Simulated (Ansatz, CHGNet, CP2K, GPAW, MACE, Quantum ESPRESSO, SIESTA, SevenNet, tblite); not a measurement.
## CP2K on Pt(100)/Be(0001) interface (64 atoms): settings against a plane-wave reference

Wanted: CP2K inputs and outputs for Pt(100)/Be(0001) interface (64 atoms), checked against a plane-wave reference.

Method: the method is named at each step, in CP2K 2026.2.

## (1) The structure

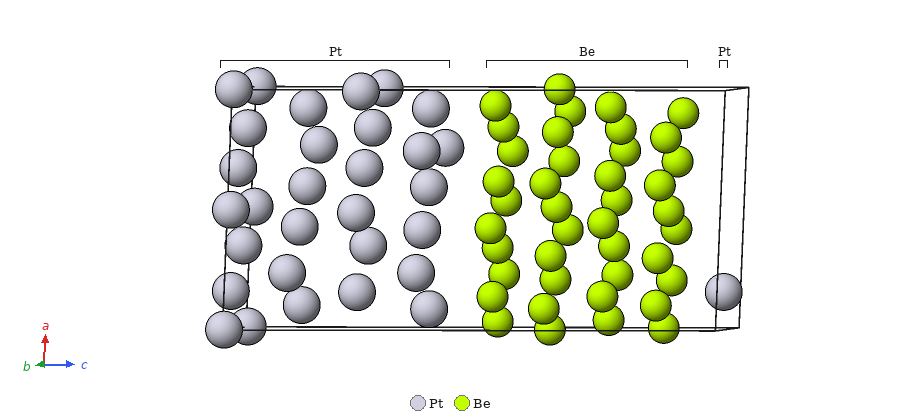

Start, viewed from the side, with the c axis across the page; platinum light grey, beryllium green. Some periodic images of atoms are drawn too.

The cell holds 64 atoms: 24 Pt and 40 Be. Its edges and angles: a = 7.883 Å, b = 6.126 Å, c = 15.503 Å, α = 90.0°, β = 90.0°, γ = 108.8°. Fcc Pt(100), 4 repeat layers, 6 surface cells, strained +0.45 and -1.26 %; hcp Be(0001), 2 layers, 10 cells, -0.45 and +1.29 %; outer planes 2.22 Å apart and 2.02 Å at the second interface of the periodic stack; not relaxed, displaced by a Gaussian of 0.02 Å. Then every atom was moved at random, 0.05 Å r.m.s. a Cartesian component. Regions: Pt, 24 atoms (24 Pt); Be, 40 atoms (40 Be). The structure's axis is c.

The yardstick, on the same geometry:

| Property | Result |
| --- | --- |
| method | Kohn-Sham DFT, PBE, PAW, plane waves (Ansatz 0.2.0); cutoff 420 eV, Γ point, fermi-dirac smearing of 0.05 eV; PAW set soft_2 |
| r.m.s. force component | 0.773 eV/Å |
| longest force | 2.886 eV/Å |
| pressure | 4.388 GPa |
| SCF cycles | 10 |
| time | 11 s on 4 threads of Arm Neoverse V1, shared host |
| CPU time | 32 s |

## (2) PBE, DZVP-UZH, 600/50 Ry, diagonalisation

Method: Kohn-Sham DFT, PBE, GTH-PBE pseudopotentials, Gaussian and plane waves, DZVP-MOLOPT (UZH set), diagonalisation.

Input file input.inp:

```
&GLOBAL
  PROJECT cell
  RUN_TYPE ENERGY_FORCE
  PRINT_LEVEL LOW
&END GLOBAL
&FORCE_EVAL
  METHOD QS
  STRESS_TENSOR ANALYTICAL
  &DFT
    BASIS_SET_FILE_NAME BASIS_MOLOPT_UZH
    POTENTIAL_FILE_NAME POTENTIAL_UZH
    &MGRID
      CUTOFF 600
      REL_CUTOFF 50
      NGRIDS 5
    &END MGRID
    &QS
      EPS_DEFAULT 1.0E-12
    &END QS
    &SCF
      SCF_GUESS ATOMIC
      EPS_SCF 1.0E-06
      MAX_SCF 200
      ADDED_MOS 41
      &DIAGONALIZATION
        ALGORITHM STANDARD
      &END DIAGONALIZATION
      &SMEAR ON
        METHOD FERMI_DIRAC
        ELECTRONIC_TEMPERATURE [K] 580
      &END SMEAR
      &MIXING
        METHOD BROYDEN_MIXING
        ALPHA 0.15
        NBROYDEN 8
      &END MIXING
      &PRINT
        &RESTART OFF
        &END RESTART
      &END PRINT
    &END SCF
    &XC
      &XC_FUNCTIONAL PBE
      &END XC_FUNCTIONAL
    &END XC
    &PRINT
      &MULLIKEN ON
      &END MULLIKEN
      &HIRSHFELD ON
        SHAPE_FUNCTION DENSITY
      &END HIRSHFELD
      &MO ON
        EIGENVALUES T
        OCCUPATION_NUMBERS T
        MO_INDEX_RANGE 245 268
        &EACH
          QS_SCF 0
        &END EACH
        ADD_LAST NUMERIC
      &END MO
    &END PRINT
  &END DFT
  &SUBSYS
    &CELL
      A 7.88350 0.00000 0.00000
      B -1.97134 5.80046 0.00000
      C 0.00000 0.00000 15.50256
    &END CELL
    &COORD
      Pt 3.94419 3.93410 0.00899
      Pt 4.00467 1.90534 1.94433
      Pt 3.98575 3.82668 3.96168
      Pt 3.95596 1.97627 5.77904
      Pt 5.90145 1.91270 0.00403
      Pt 5.95702 0.05725 2.01967
      Pt 5.88998 2.00934 3.94230
      Pt 5.88192 0.00615 5.99344
      Pt -0.05415 3.82065 15.42040
      Pt 0.07069 2.00980 1.93332
      Pt -0.07973 3.80429 3.88587
      Pt -0.03873 1.95458 5.93919
      Pt 2.03658 1.96415 0.01721
      Pt -0.07965 5.73770 1.90914
      Pt 2.01498 2.02842 3.95222
      Pt -0.07429 5.75696 5.96849
      Pt 3.93517 0.02448 0.07178
      Pt 2.04893 3.84385 2.00448
      Pt 1.90648 5.70812 3.99594
      Pt 1.95525 3.82836 5.86074
      Pt -1.94958 5.76937 0.00264
      Pt 5.96317 3.79188 2.11796
      Pt 7.82816 0.01856 4.00881
      Pt 5.91754 3.89043 5.98492
      Be 1.57232 0.54130 8.07342
      Be -1.01079 5.04350 9.93916
      Be 1.57895 0.45406 11.62475
      Be -0.91907 5.10417 13.46552
      Be -0.27382 3.96850 8.17341
      Be 6.92007 2.77030 9.86598
      Be -0.28750 4.05771 11.63932
      Be -0.92437 2.85139 13.45700
      Be -0.34868 1.67152 8.07575
      Be 6.94178 0.46056 9.93296
      Be -0.25289 1.55110 11.54507
      Be 6.88378 0.47442 13.49219
      Be 5.61745 5.13016 8.17093
      Be 5.13115 3.96815 10.01620
      Be 5.55493 5.18631 11.80566
      Be 4.93463 4.03654 13.43514
      Be 5.67400 2.82204 8.15233
      Be 4.92934 1.62738 9.95450
      Be 5.60019 2.84484 11.84954
      Be 4.92061 1.64402 13.52304
      Be 5.62600 0.47987 8.18101
      Be 3.04971 5.19188 9.84831
      Be 5.66255 0.42407 11.70381
      Be 3.03395 5.07563 13.43467
      Be 3.51233 3.94524 8.21341
      Be 3.00937 2.92691 9.93916
      Be 3.71084 3.93294 11.71373
      Be 2.91947 2.81868 13.45669
      Be 3.65133 1.58150 8.17853
      Be 3.03552 0.50528 10.01310
      Be 3.61208 1.76172 11.67064
      Be 3.09148 0.44385 13.41995
[... 4 atom lines left out ...]
      Be 1.69250 2.84089 8.12815
      Be 1.03970 1.66148 9.83622
      Be 1.76355 2.80974 11.78257
      Be 0.98149 1.76989 13.50862
    &END COORD
    &KIND Pt
      BASIS_SET DZVP-MOLOPT-PBE-GTH-q18
      POTENTIAL GTH-PBE-q18
    &END KIND
    &KIND Be
      BASIS_SET DZVP-MOLOPT-PBE-GTH-q2
      POTENTIAL GTH-PBE-q2
    &END KIND
  &END SUBSYS
  &PRINT
    &FORCES ON
    &END FORCES
    &STRESS_TENSOR ON
    &END STRESS_TENSOR
  &END PRINT
&END FORCE_EVAL
```

Started as:

```
$ OMP_NUM_THREADS=1 mpirun -np 4 cp2k.psmp -i input.inp > output.txt
```

Numbers of over 12 decimals in the logs are rounded to 6 here.

What it wrote:

```text
CP2K| version string:                                       CP2K version 2026.2
 CP2K| Input file name                                                 input.inp
 GLOBAL| Basis set file name                                    BASIS_MOLOPT_UZH
 GLOBAL| Potential file name                                       POTENTIAL_UZH
 GLOBAL| Run type                                                   ENERGY_FORCE
 GLOBAL| Total number of message passing processes                             4
 GLOBAL| Number of threads for this process                                    1
 TOTAL NUMBERS AND MAXIMUM NUMBERS
  Total number of            - Atomic kinds:                                   2
                             - Atoms:                                         64
                             - Shell sets:                                    64
                             - Shells:                                       312
                             - Primitive Cartesian functions:                344
                             - Cartesian basis functions:                    944
                             - Spherical basis functions:                    824
  Maximum angular momentum of- Orbital basis functions:                        3
                             - Local part of the GTH pseudopotential:          2
                             - Non-local part of the GTH pseudopotential:      5
 SCF PARAMETERS         Density guess:                                    ATOMIC
                        max_scf:                                             200
                        eps_scf:                                        1.00E-06
                        added MOs                                        41    0
                        Mixing method:                            BROYDEN_MIXING
                                                charge density mixing in g-space
                        Smear method:                                FERMI_DIRAC
                        Electronic temperature [K]:                        580.0
                        Electronic temperature [a.u.]:                  1.84E-03
                        Accuracy threshold:                             1.00E-10
 Extrapolation method: initial_guess
 Number of electrons:                                                        512
 Number of occupied orbitals:                                                256
 Number of molecular orbitals:                                               297
 Number of orbital functions:                                                824
 Number of independent orbital functions:                                    824
 SCF WAVEFUNCTION OPTIMIZATION
  Step     Update method      Time    Convergence         Total energy    Change
     1 NoMix/Diag. 0.15E+00    7.1     1.77778207     -2943.5608884112 -2.94E+03
     2 Broy./Diag. 0.15E+00   13.0     0.43234244     -2921.9097732544  2.17E+01
     3 Broy./Diag. 0.15E+00   13.0     0.18302923     -2947.4982198899 -2.56E+01
     4 Broy./Diag. 0.15E+00   13.0     0.17173289     -2941.5826449828  5.92E+00
[...]
29 Broy./Diag. 0.15E+00   13.0     0.00000125     -2929.9567877827 -2.04E-05
    30 Broy./Diag. 0.15E+00   13.0     0.00000081     -2929.9568012104 -1.34E-05
  *** SCF run converged in    30 steps ***
  Electronic density on regular grids:       -511.9999999996        0.0000000004
  Core density on regular grids:              511.9999999983       -0.0000000017
  Total charge density on r-space grids:       -0.0000000014
  Total charge density g-space grids:          -0.0000000014
  Overlap energy of the core charge distribution:               0.011094
  Self energy of the core charge distribution:              -4446.194883
  Core Hamiltonian energy:                                   1004.724877
  Hartree energy:                                             816.497332
  Exchange-correlation energy:                               -304.978707
  Electronic entropic energy:                                  -0.016514
  Fermi energy:                                                 0.367159
  Total energy:                                             -2929.956801
  Total energy (extrapolated to T->0):                      -2929.948544
 MO| EIGENVALUES AND OCCUPATION NUMBERS
 MO|
 MO|  Index      Eigenvalue [a.u.]        Eigenvalue [eV]             Occupation
 MO|    245               0.346027               9.415873               1.999980
 MO|    246               0.348976               9.496120               1.999900
 MO|    247               0.351330               9.560176               1.999638
[...]
MO|    267               0.392352              10.676430               0.000002
 MO|    268               0.397416              10.814246               0.000000
 MO| Sum:                                                             512.000000
 MO| E(Fermi):            0.367159 a.u.          9.990892 eV
 !-----------------------------------------------------------------------------!
                     Mulliken Population Analysis
 #  Atom  Element  Kind  Atomic population                           Net charge
       1     Pt       1         18.135973                             -0.135973
       2     Pt       1         17.980480                              0.019520
       3     Pt       1         17.980700                              0.019300
[...]
63     Be       2          2.020800                             -0.020800
      64     Be       2          1.891658                              0.108342
 # Total charge                            512.000000                  0.000000
 !-----------------------------------------------------------------------------!
 !-----------------------------------------------------------------------------!
                           Hirshfeld Charges
  #Atom  Element  Kind  Ref Charge     Population                    Net charge
      1       Pt     1      18.000         17.929                         0.071
      2       Pt     1      18.000         17.981                         0.019
      3       Pt     1      18.000         17.981                         0.019
[...]
63       Be     2       2.000          2.017                        -0.017
     64       Be     2       2.000          2.031                        -0.031
  Total Charge                                                           -0.000
 !-----------------------------------------------------------------------------!
 ENERGY| Total FORCE_EVAL ( QS ) energy [hartree]          -2929.956796
 FORCES| Atomic forces [hartree/bohr]
 FORCES|   Atom     x               y               z               |f|
 FORCES|      1 -7.49155382E-03  5.66297648E-04 -2.32268879E-02   2.44117265E-02
 FORCES|      2 -1.21073249E-02 -8.07929140E-04  7.19981241E-03   1.41094778E-02
 FORCES|      3 -9.33221990E-03  3.32583888E-02 -6.63266974E-03   3.51738974E-02
[...]
FORCES|     63 -8.32744098E-03 -5.35609385E-03 -2.01054040E-02   2.24111866E-02
 FORCES|     64 -7.75192843E-03 -1.24369672E-02 -2.50436662E-03   1.48674948E-02
 FORCES| Sum    -6.18710558E-06 -2.96298115E-07 -1.11979533E-05
 FORCES| Total atomic force                                       1.27969616E-05
 STRESS| Analytical stress tensor [bar]
 STRESS|                        x                   y                   z
 STRESS|      x        1.39574087498E+05   1.21568862919E+05  -1.13321654009E+04
 STRESS|      y        1.21568862919E+05  -1.64311088861E+04   2.55304606132E+03
 STRESS|      z       -1.13321654009E+04   2.55304606132E+03  -1.19704870893E+04
 STRESS| 1/3 Trace                                             3.70574971742E+04
```

It took 7.2 min on 4 MPI ranks of Arm Neoverse V1, shared host; peak memory 4.5 GiB.

Banners, paths, timers and routine set-up lines are dropped from the logs unmarked, and long logs keep their key lines alone; longer cuts are marked.

Compared with the plane-wave run:

```yaml
r_m_s_force_component: 0.7524 eV/Å
r_m_s_difference_of_force_components: 126.5 meV/Å
longest_difference_of_force_vectors: 405.7 meV/Å
force_difference_over_r_m_s_force: 16.37 %
slope_of_forces_against_the_reference_s: 0.9603
correlation_of_force_components: 0.9866
pressure: 3.706 GPa
pressure_difference: -0.6819 GPa
```

Length of the force difference by element (eV/Å):

| element | atoms | mean | most |
| --- | --- | --- | --- |
| Be | 40 | 0.19 | 0.41 |
| Pt | 24 | 0.18 | 0.40 |

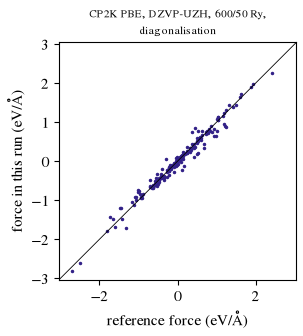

Force components against those of the reference; the line marks equality.

The surroundings of Pt15, which bears the longest force, nearest first, numbered as they follow in the input and with coordinates relative to it.

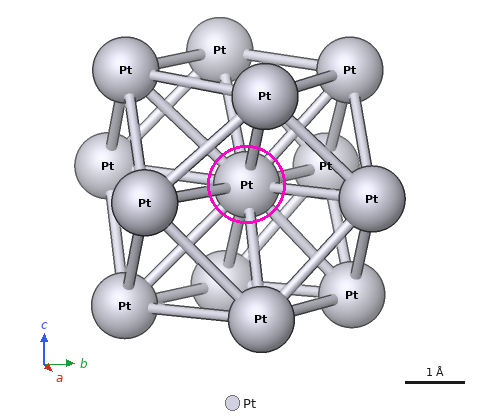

The atoms of the table, within 2.9 Å (arrows a, b, c point along x, y, z); some may hide others; the central atom is ringed.

| atom | x | y | z | distance (Å) | Hirshfeld charge (e) | Fx | Fy | Fz (eV/Å) |
| --- | --- | --- | --- | --- | --- | --- | --- | --- |
| Pt15 | 0.00 | 0.00 | 0.00 | 0.00 | 0.01 | -1.47 | -2.61 | -0.25 |
| Pt20 | -0.06 | 1.80 | 1.91 | 2.62 | 0.07 | 0.22 | 0.63 | 1.89 |
| Pt18 | 0.03 | 1.82 | -1.95 | 2.66 | 0.00 | 0.03 | 0.83 | -0.07 |
| Pt4 | 1.94 | -0.05 | 1.83 | 2.67 | 0.07 | -0.65 | -0.94 | 1.97 |
| Pt3 | 1.97 | 1.80 | 0.01 | 2.67 | 0.02 | -0.48 | 1.71 | -0.34 |
| Pt11 | -2.09 | 1.78 | -0.07 | 2.75 | 0.01 | 1.43 | 1.63 | 0.77 |
| Pt10 | -1.94 | -0.02 | -2.02 | 2.80 | 0.01 | -0.56 | -1.68 | 0.18 |
| Pt19 | 1.86 | -2.12 | 0.04 | 2.82 | 0.00 | 0.75 | 1.23 | -0.28 |
| Pt2 | 1.99 | -0.12 | -2.01 | 2.83 | 0.02 | -0.62 | -0.04 | 0.37 |
| Pt12 | -2.05 | -0.07 | 1.99 | 2.86 | 0.07 | 0.35 | -0.19 | 0.95 |
| Pt23 | -2.07 | -2.01 | 0.06 | 2.89 | 0.00 | 0.50 | 0.90 | -0.67 |
| Pt16 | -0.12 | -2.07 | 2.02 | 2.89 | 0.06 | 1.13 | -0.12 | 0.35 |
| Pt14 | -0.12 | -2.09 | -2.04 | 2.93 | 0.00 | 1.08 | 1.12 | 0.78 |

Forces lie 16 % from the reference's, at 55 times its CPU time.

## (3) PBE, SZV-MOLOPT-SR, 600/50 Ry, diagonalisation

Method: Kohn-Sham DFT, PBE, GTH-PBE pseudopotentials, Gaussian and plane waves, SZV-MOLOPT-SR-GTH, diagonalisation.

Changes to input.inp since step 2:

```diff
@@ -9,4 +9,4 @@
   &DFT
-    BASIS_SET_FILE_NAME BASIS_MOLOPT_UZH
-    POTENTIAL_FILE_NAME POTENTIAL_UZH
+    BASIS_SET_FILE_NAME BASIS_MOLOPT
+    POTENTIAL_FILE_NAME GTH_POTENTIALS
     &MGRID
@@ -23,3 +23,3 @@
       MAX_SCF 200
-      ADDED_MOS 41
+      ADDED_MOS 32
       &DIAGONALIZATION
@@ -54,3 +54,3 @@
         OCCUPATION_NUMBERS T
-        MO_INDEX_RANGE 245 268
+        MO_INDEX_RANGE 285 308
         &EACH
@@ -69,6 +69,31 @@
     &COORD
-[... 64 atom lines left out: the same atoms as in the first run ...]
+      SCALED
+      Pt 0.66991 0.67824 0.00058
+      Pt 0.59012 0.32848 0.12542
+      Pt 0.67055 0.65972 0.25555
+      Pt 0.58700 0.34071 0.37278
+      Pt 0.83104 0.32975 0.00026
+      Pt 0.75810 0.00987 0.13028
+      Pt 0.83375 0.34641 0.25430
+      Pt 0.74637 0.00106 0.38661
+      Pt 0.15784 0.65868 0.99470
+      Pt 0.09561 0.34649 0.12471
+      Pt 0.15389 0.65586 0.25066
+      Pt 0.07935 0.33697 0.38311
+      Pt 0.34301 0.33862 0.00111
+      Pt 0.23725 0.98918 0.12315
+      Pt 0.34304 0.34970 0.25494
+      Pt 0.23876 0.99250 0.38500
+      Pt 0.50022 0.00422 0.00463
+      Pt 0.42561 0.66268 0.12930
+      Pt 0.48791 0.98408 0.25776
+      Pt 0.41306 0.66001 0.37805
+[... 40 atom lines left out ...]
+      Be 0.33716 0.48977 0.52431
+      Be 0.20351 0.28644 0.63449
+      Be 0.34483 0.48440 0.76004
+      Be 0.20080 0.30513 0.87138
     &END COORD
     &KIND Pt
-      BASIS_SET DZVP-MOLOPT-PBE-GTH-q18
+      BASIS_SET SZV-MOLOPT-SR-GTH-q18
       POTENTIAL GTH-PBE-q18
@@ -76,4 +101,4 @@
     &KIND Be
-      BASIS_SET DZVP-MOLOPT-PBE-GTH-q2
-      POTENTIAL GTH-PBE-q2
+      BASIS_SET SZV-MOLOPT-SR-GTH-q4
+      POTENTIAL GTH-PBE-q4
     &END KIND
```

Started as:

```
$ OMP_NUM_THREADS=2 cp2k.psmp -i input.inp > output.txt
```

What it wrote:

```text
CP2K| version string:                                       CP2K version 2026.2
 CP2K| Input file name                                                 input.inp
 GLOBAL| Basis set file name                                        BASIS_MOLOPT
 GLOBAL| Potential file name                                      GTH_POTENTIALS
[... lines left out ...]
 Number of electrons:                                                        592
[... lines left out ...]
  Step     Update method      Time    Convergence         Total energy    Change
[... lines left out ...]
  *** SCF run converged in    39 steps ***
[... lines left out ...]
  Fermi energy:                                                 0.662449
  Total energy:                                             -3456.663231
  Total energy (extrapolated to T->0):                      -3456.653284
[... lines left out ...]
 MO| E(Fermi):            0.662449 a.u.         18.026168 eV
[... lines left out ...]
 ENERGY| Total FORCE_EVAL ( QS ) energy [hartree]          -3456.663243
[... lines left out ...]
 FORCES|      1 -6.47059363E-03  4.14961026E-03  8.37864525E-02   8.41383234E-02
 FORCES|      2 -1.95510894E-02 -9.75308093E-03  1.08261669E-02   2.43838794E-02
 FORCES|      3 -9.19461999E-03  3.97397744E-02 -1.11351402E-02   4.22821718E-02
[...]
FORCES|     63 -2.89333447E-03 -3.17055963E-02 -3.75647226E-02   4.92414927E-02
 FORCES|     64 -2.66171332E-02 -2.28876161E-02  1.68124477E-02   3.89226560E-02
 FORCES| Sum    -4.47020764E-04  4.59157752E-05 -1.12522450E-03
 FORCES| Total atomic force                                       1.21163773E-03
 STRESS| Analytical stress tensor [bar]
 STRESS|                        x                   y                   z
 STRESS|      x        1.08451260175E+06   1.61762408589E+05  -3.69816692353E+04
 STRESS|      y        1.61762408589E+05   7.10290732371E+05   2.32787213650E+04
 STRESS|      z       -3.69816692353E+04   2.32787213650E+04   8.78190977731E+05
 STRESS| 1/3 Trace                                             8.90998103952E+05
```

The job ended after 4.1 min (2 threads; peak memory 2 GiB).

Against the reference:

| Property | Result |
| --- | --- |
| r.m.s. force component | 1.596 eV/Å |
| r.m.s. difference of force components | 1446 meV/Å |
| longest difference of force vectors | 5767 meV/Å |
| force difference over r.m.s. force | 187.1 % |
| slope of forces against the reference's | 0.8806 |
| correlation of force components | 0.4266 |
| pressure | 89.1 GPa |
| pressure difference | 84.71 GPa |

This is a coarse setting, run to see what it loses.

Against the first run (16 %), the force difference from the reference is 187 %, at 0.28 times the CPU time (on 2 against 4 cores), with 320 basis functions against 824; this set comes with other potentials too, so the change isn't the basis's alone.

[end of part 1 of 2]

[Also dropped from logs without a mark: logging warnings of Python, and SIESTA's first energy breakdown and zero terms.]

[Logs are printed without paths, hosts, clocks, repeated set-up lines and the standing remarks that a program may print on its own settings, such as how far it seeks lower states.]

[Hosts, paths, dates, database ids (printed as entryN), source tags and the programs' standing remarks are cut or masked in the printed files.]
